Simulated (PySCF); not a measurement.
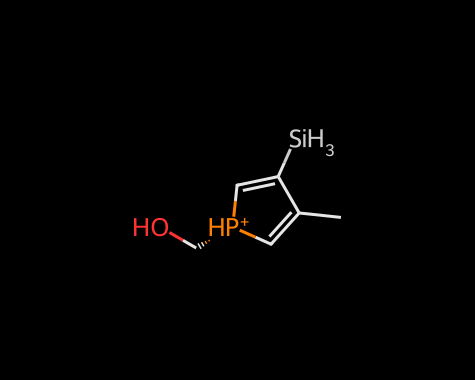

The species has charge +1 and is a spin singlet. Computed geometry: GFN2-xTB optimisation. No frequency run is at hand to confirm it as a minimum. Properties computed with PBE0/pcSseg-1, gas phase (PySCF 2.14.0).

What does the calculation give?

The species is C₆H₁₂OPSi⁺ (`CC1=C[P@H+](CO)C=C1[SiH3]`).
- HOMO energy (Kohn–Sham orbital): −11.57 eV
- LUMO energy (Kohn–Sham orbital): −6.65 eV
- HOMO–LUMO gap: 4.92 eV

The geometry is semi-empirical. Around P, Si such bond lengths and angles can be off by a tenth of an ångström or more and by several degrees, and values that hang on the shape move with them.
